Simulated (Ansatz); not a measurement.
## Phonon calculation of Si₂H₄O

System: Si₂H₄O.
Method: RKS PBE0-D4/def2-TZVP (Ansatz 0.2.0).

The geometry comes from this level: PBE0-D4/def2-TZVP. Figures and captions count atoms from 1; the log counts them from 0 in places.

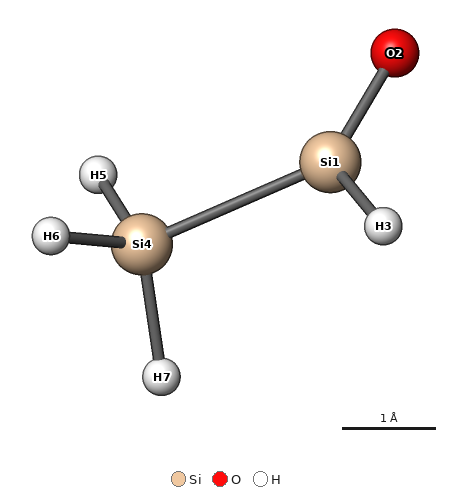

Figure 1. The structure (ball-and-stick view, seen at a tilt; atoms are numbered from 1 in the order of the input).

### Summary

- outcome: converged
- total energy: −17859.5184 eV
- mean-field energy: −17859.4039 eV
- dispersion energy: −0.1144 eV
- largest force (length of the vector): 0.002 eV/Å
- dipole moment: 3.90 D
- hardware: 4 threads of Arm Neoverse V1, 23 GiB of memory available, shared host
- wall time: 29 s (CPU time 1.8 min)
- peak memory: 0.48 GiB

### The input
```yaml
crystal:
  periodic: [false, false, false]
  atoms:
    - {symbol: Si, position_ang: [-0.905000, 0.191158, -0.687274]}
    - {symbol: O, position_ang: [-0.232153, 0.847876, -1.883394]}
    - {symbol: H, position_ang: [-2.125739, 0.772905, -0.047064]}
    - {symbol: Si, position_ang: [-0.139800, -1.793950, 0.309460]}
    - {symbol: H, position_ang: [1.069501, -2.279203, -0.394912]}
    - {symbol: H, position_ang: [-1.232422, -2.800716, 0.239534]}
    - {symbol: H, position_ang: [0.158021, -1.512091, 1.739206]}
basis:
  gaussian: {orbitals: def2-TZVP}
hamiltonian: {xc: pbe0, dispersion: d4}
phonons: {temperatures: {t_min: 298.15, t_max: 900, t_step: 200}}
```

Command:
```bash
ansatz run in.yaml --threads 4 --pin off --events-out ev --progress --plain --max-ram 9574MiB
```

### What the program printed
```
Functional definition: PBE0
  name "PBE0"
  cite "Adamo & Barone, J. Chem. Phys. 110, 6158 (1999) doi:10.1063/1.478522"
  cite "Perdew, Burke & Ernzerhof, Phys. Rev. Lett. 77, 3865 (1996) doi:10.1103/PhysRevLett.77.3865"
  parent pbe
  parameter a = 0.25
  parameter kappa = 0.804
  parameter beta = 0.06672455060314922
  exchange = (1 - a)*pbe_x(kappa = kappa, mu = beta*pi^2/3) + a*exact_x
  correlation = pbe_c(beta = beta)
863 factors; their error is unknown
mean field evaluation 1: about -17851.7586 eV, gradient 6.4e1 eV
mean field evaluation 2: about -17764.9464 eV, gradient 1.8e2 eV
mean field evaluation 4: about -17859.2382 eV, gradient 6.0e0 eV
mean field evaluation 8: about -17859.3322 eV, gradient 1.5e-1 eV
mean field evaluation 16: about -17859.4039 eV, gradient 3.4e-5 eV
mean field -17859.40389656 eV, -656.3209876598 hartree, gradient 3.4e-5 eV, S^2 0.000000; 0 other end points of the search recorded, 0 dependent functions left out
the calculation of the forces begins
reference -17859.40392885 eV, -656.3209888463 hartree; 20, 20 occupied and 109, 109 virtual orbitals, 863 factors
these checks for a lower state are left out or cut short: stability, starts, cluster_reference, orbital_swaps, neighbouring_geometries, increment
863 factors; their error is unknown
mean field -17859.40379891 eV, -656.3209840713 hartree, gradient 1.4e-6 eV, S^2 0.000000; 0 other end points of the search recorded, 0 dependent functions left out
[... from here on the field's lines of each further geometry are left out, up to the last ...]
the calculation of the forces begins
reference -17859.40388034 eV, -656.3209870636 hartree; 20, 20 occupied and 109, 109 virtual orbitals, 863 factors
these checks for a lower state are left out or cut short: stability, starts, cluster_reference, orbital_swaps, neighbouring_geometries, increment
863 factors; their error is unknown
mean field -17859.40384172 eV, -656.3209856444 hartree, gradient 2.0e-6 eV, S^2 0.000000; 0 other end points of the search recorded, 0 dependent functions left out
the calculation of the forces begins
reference -17859.40387400 eV, -656.3209868309 hartree; 20, 20 occupied and 109, 109 virtual orbitals, 863 factors
Total energy: -17859.51835803 eV, -656.3251940414 hartree
Atom 0 at    -0.905000     0.191158    -0.687274 Å, force    -0.001482     0.001117     0.001085 eV/Å
Atom 1 at    -0.232153     0.847876    -1.883394 Å, force     0.000188     0.000407    -0.000695 eV/Å
Atom 2 at    -2.125739     0.772905    -0.047064 Å, force     0.001426    -0.000998    -0.000804 eV/Å
Atom 3 at    -0.139800    -1.793950     0.309460 Å, force     0.000012    -0.000509     0.000583 eV/Å
Atom 4 at     1.069501    -2.279203    -0.394912 Å, force    -0.000335     0.000136     0.000123 eV/Å
Atom 5 at    -1.232422    -2.800716     0.239534 Å, force     0.000246     0.000069     0.000140 eV/Å
Atom 6 at     0.158021    -1.512091     1.739206 Å, force    -0.000054    -0.000222    -0.000431 eV/Å
Dipole moment:    -0.252384    -0.451786     0.625967 e Å
Vibrations: 46.54 179.97 376.43 398.66 521.82 562.59 822.11 869.23 928.58 929.04 1227.40 2165.18 2219.42 2229.22 2262.49 cm⁻¹, zero-point energy 0.975674 eV
```

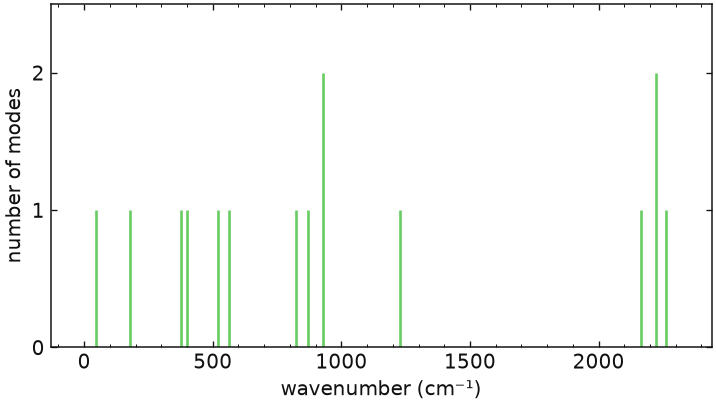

Figure 2. Harmonic vibrational wavenumbers from the force constants; neighbouring modes closer than 10 cm⁻¹ are counted in one stick. 15 modes from 47 to 2262 cm⁻¹, none imaginary.

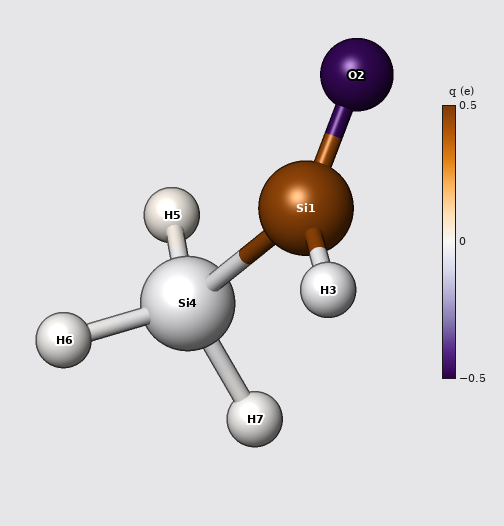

Figure 3. Mulliken charges, as the colour of each atom (ball-and-stick view, seen at a tilt; atoms are numbered from 1 in the order of the input). By element: Si −0.01 to +0.47, O −0.48 and H −0.01 to +0.02 e.
